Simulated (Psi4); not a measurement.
# One shape, several levels: doublet CH3BO+

Aim: a comparison of 4 runs (U-r2SCAN/def2-TZVP, UB3LYP/def2-TZVP, UM06-L/def2-TZVP, UTPSS/def2-TZVP) of doublet CH3BO+. 

Program for the calculation: Psi4 1.11.

1 further run of the same task is left out (set aside as unsound or not needed). Runs told in other sessions of the task aren't counted.

## Step 1: The system as given

CH3BO+: 6 atoms, total charge +1, spin state doublet. As SMILES of the parent species, `[BH3-]C#[O+]`. Geometry: relaxed at PBE0-D4/def2-TZVP. That shape belongs to the parent species and isn't relaxed for this state.

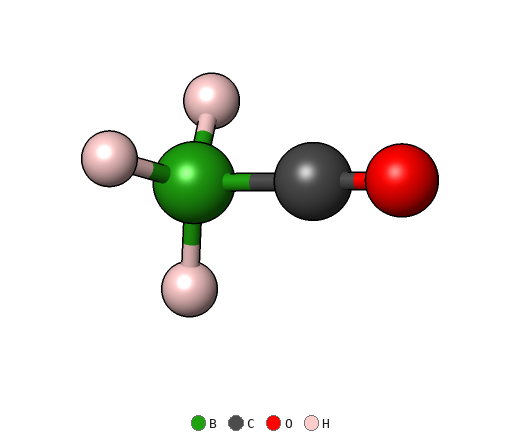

The structure, seen from a chosen angle (boron green, carbon dark grey, oxygen red, hydrogen pink).

## Step 2: Energy and gradient at U-r2SCAN/def2-TZVP (run 1)

The input, ch3bo.xyz:

```xyz
6
CH3BO
B     -0.275160     0.419730    -0.199910
C      0.494180    -0.755680     0.359250
O      1.068320    -1.631140     0.776320
H     -1.437140     0.121710    -0.050320
H      0.069540     0.485120    -1.356800
H      0.080260     1.360240     0.471460
```

The input, run.py:

```python
import numpy as np
from ase.calculators.psi4 import Psi4
from ase.io import read

a = read('ch3bo.xyz')
calc = Psi4(atoms=a, method='r2scan', basis='def2-TZVP', memory='2200MB', num_threads=1, charge=1, multiplicity=2, label='ch3bo', reference='uks')
calc.psi4.set_options({'puream': True, 'e_convergence': 1e-09, 'd_convergence': 1e-08, 'scf_type': 'pk', 'dft_radial_points': 99, 'dft_spherical_points': 590, 'maxiter': 100})
a.calc = calc

forces = a.get_forces()
print(f'energy: {a.get_potential_energy():.6f} eV')
print('forces / eV A^-1')
print(np.round(forces, 5))
```

On the command line:

```bash
$ python run.py
```

ch3bo.dat:

```text
[...]
  Running in c1 symmetry.
[...]
  Nuclear repulsion =   56.830250486033535
[...]
  Multiplicity = 2
[...]
  Nalpha       = 11
  Nbeta        = 10
[...]
    Number of basis functions: 111
[...]
   @UKS iter   1:  -139.40204706031327   -7.28196e-02   3.71455e-03 ADIIS/DIIS
[...]
   @UKS iter  19:  -139.49999291291732   -2.75691e-12   4.28163e-09 DIIS
[...]
   @S^2 Observed:                7.618665706E-01
[...]
  @UKS Final Energy:  -139.49999291291732
   => Energetics <=
    Nuclear Repulsion Energy =             56.8302504860335347
    One-Electron Energy =                -294.7183885652116260
    Two-Electron Energy =                 117.0974611400251888
    DFT Exchange-Correlation Energy =     -18.7093159737644399
    Empirical Dispersion Energy =           0.0000000000000000
    VV10 Nonlocal Energy =                  0.0000000000000000
    Total Energy =                       -139.4999929129173211
  UHF NO Occupations:
  HONO-2 :    9  A 1.9989325
  HONO-1 :   10  A 1.9963722
[...]
  -Total Gradient:
     Atom            X                  Y                   Z
    ------   -----------------  -----------------  -----------------
       1        0.014561204618     0.061049433164     0.033829355471
       2       -0.018507663491     0.037802887791    -0.010798404739
       3        0.008235848640    -0.013015548744     0.005845681263
       4        0.011717335566    -0.015252467889    -0.024487834788
       5       -0.020596762723    -0.023058642464     0.003545999526
       6        0.004670841245    -0.047658385269    -0.007887388675
[...]
```

On the terminal:

```text
energy: -3795.988158 eV
forces / eV A^-1
[[-0.74877 -3.13929 -1.73958]
 [ 0.9517  -1.9439   0.55528]
 [-0.4235   0.66929 -0.3006 ]
 [-0.60253  0.78431  1.25922]
 [ 1.05913  1.18572 -0.18234]
 [-0.24018  2.45069  0.40559]]
```

Wall time 2.6 min (1 thread of AMD EPYC 7R43 (Zen 3), shared host); peak memory 0.93 GiB.

## Step 3: Energy and forces at UB3LYP/def2-TZVP (run 2)

The input, input.in:

```
memory 2.2 GB

molecule {
  1 2
  B     -0.275160     0.419730    -0.199910
  C      0.494180    -0.755680     0.359250
  O      1.068320    -1.631140     0.776320
  H     -1.437140     0.121710    -0.050320
  H      0.069540     0.485120    -1.356800
  H      0.080260     1.360240     0.471460
  symmetry c1
}

set {
  basis def2-TZVP
  reference uks
  puream true
  e_convergence 1e-09
  d_convergence 1e-08
  scf_type pk
  dft_radial_points 99
  dft_spherical_points 590
  maxiter 100
}

gradient('b3lyp')
```

On the command line:

```bash
$ psi4 -n 1 input.in input.out
```

input.out:

```text
[...]
  Running in c1 symmetry.
[...]
  Nuclear repulsion =   56.830250486033535
[...]
  Multiplicity = 2
[...]
  Nalpha       = 11
  Nbeta        = 10
[...]
    Number of basis functions: 111
[...]
   @UKS iter   1:  -139.49782482776862   -1.21924e-01   3.54312e-03 ADIIS/DIIS
[...]
   @UKS iter  22:  -139.58296201133254    1.13687e-13   5.39367e-09 DIIS
[...]
   @S^2 Observed:                7.586758796E-01
[...]
  @UKS Final Energy:  -139.58296201133254
   => Energetics <=
    Nuclear Repulsion Energy =             56.8302504860335347
    One-Electron Energy =                -294.7176452613072684
    Two-Electron Energy =                 113.5047305272516667
    DFT Exchange-Correlation Energy =     -15.2002977633104752
    Empirical Dispersion Energy =           0.0000000000000000
    VV10 Nonlocal Energy =                  0.0000000000000000
    Total Energy =                       -139.5829620113325404
  UHF NO Occupations:
  HONO-2 :    9  A 1.9990007
  HONO-1 :   10  A 1.9975032
[...]
  -Total Gradient:
     Atom            X                  Y                   Z
    ------   -----------------  -----------------  -----------------
       1        0.017565860528     0.058722835291     0.036558981067
       2       -0.026827386732     0.049813021703    -0.017037066435
       3        0.013715392560    -0.021252352174     0.009857130216
       4        0.010746772037    -0.016030897406    -0.024065722359
       5       -0.019905794329    -0.023460223805     0.002539136533
       6        0.004705164465    -0.047792444962    -0.007852448771
[...]
```

Wall time 84 s (1 thread of AMD EPYC 7R43 (Zen 3), shared host); peak memory 0.82 GiB.

Run 3 isn't shown in full; the table further down has it.

## Step 4: A single-point energy at UTPSS/def2-TZVP (run 4)

The input, calc.py:

```python
import psi4

psi4.set_memory('2200 MB')
psi4.set_num_threads(1)
psi4.set_output_file('output.dat', False)

molecule = psi4.geometry("""
1 2
B     -0.275160     0.419730    -0.199910
C      0.494180    -0.755680     0.359250
O      1.068320    -1.631140     0.776320
H     -1.437140     0.121710    -0.050320
H      0.069540     0.485120    -1.356800
H      0.080260     1.360240     0.471460
symmetry c1
no_reorient
no_com
""")

options = {'basis': 'def2-TZVP', 'reference': 'uks', 'puream': True, 'e_convergence': 1e-09, 'd_convergence': 1e-08, 'scf_type': 'pk', 'dft_radial_points': 99, 'dft_spherical_points': 590, 'maxiter': 100}
psi4.set_options(options)

E, wfn = psi4.energy('tpss', molecule=molecule, return_wfn=True)
psi4.oeprop(wfn, 'MULLIKEN_CHARGES', 'QUADRUPOLE', 'LOWDIN_CHARGES', title='TPSS')
print(f'tpss energy: {E:.10f} Eh')
```

On the command line:

```bash
$ python calc.py
```

output.dat:

```text
[...]
  Running in c1 symmetry.
[...]
  Nuclear repulsion =   56.830250486033535
[...]
  Multiplicity = 2
[...]
  Nalpha       = 11
  Nbeta        = 10
[...]
    Number of basis functions: 111
[...]
   @UKS iter   1:  -139.49734799211606   -4.86705e-02   3.98354e-03 ADIIS/DIIS
[...]
   @UKS iter  20:  -139.61134804644269   -5.11591e-12   5.62487e-09 DIIS
[...]
   @S^2 Observed:                7.587959272E-01
[...]
  @UKS Final Energy:  -139.61134804644269
   => Energetics <=
    Nuclear Repulsion Energy =             56.8302504860335347
    One-Electron Energy =                -294.7491407260226879
    Two-Electron Energy =                 117.1421858212610232
    DFT Exchange-Correlation Energy =     -18.8346436277145841
    Empirical Dispersion Energy =           0.0000000000000000
    VV10 Nonlocal Energy =                  0.0000000000000000
    Total Energy =                       -139.6113480464426857
  UHF NO Occupations:
  HONO-2 :    9  A 1.9990433
  HONO-1 :   10  A 1.9971681
[...]
  Mulliken Charges: (a.u.)
   Center  Symbol    Alpha    Beta     Spin     Total
       1     B     2.82239  2.45556  0.36682 -0.27795
       2     C     2.79501  2.85039 -0.05538  0.35459
       3     O     3.95403  3.84696  0.10707  0.19901
       4     H     0.45089  0.33968  0.11120  0.20943
       5     H     0.45092  0.33965  0.11127  0.20944
       6     H     0.52677  0.16775  0.35902  0.30548
   Total alpha = 11.00000, Total beta = 10.00000, Total charge =  1.00000
  Lowdin Charges: (a.u.)
   Center  Symbol    Alpha    Beta     Spin     Total
[...]
```

On the terminal:

```text
tpss energy: -139.6113480464 Eh
```

It took 2.8 min on 1 thread of AMD EPYC 7R43 (Zen 3), shared host; peak memory 0.9 GiB.

## Step 5: Overview of the runs

```csv
run,level,task,energy (Eh),HOMO energy (eV),LUMO energy (eV),⟨S²⟩,wall time
1,U-r2SCAN/def2-TZVP,gradient,-139.499993,-16.10,-15.49,0.762,2.6 min
2,UB3LYP/def2-TZVP,gradient,-139.582962,-16.88,-15.06,0.759,84 s
3,UM06-L/def2-TZVP,energy,-139.570651,-16.05,-15.52,0.758,3.1 min
4,UTPSS/def2-TZVP,energy,-139.611348,-15.95,-15.59,0.759,2.8 min
```

## Step 6: Summary of results

| quantity | value |
| --- | --- |
| run 4: total energy | -139.61135 Eh |
| run 4: HOMO energy (highest over α and β) | -15.95 eV |
| run 4: LUMO energy (lowest over α and β) | -15.59 eV |
| run 4: ⟨S²⟩ | 0.759 |

Totals of different functionals can't be ranked against each other. All runs together took 9.8 min, the longest 3.1 min.
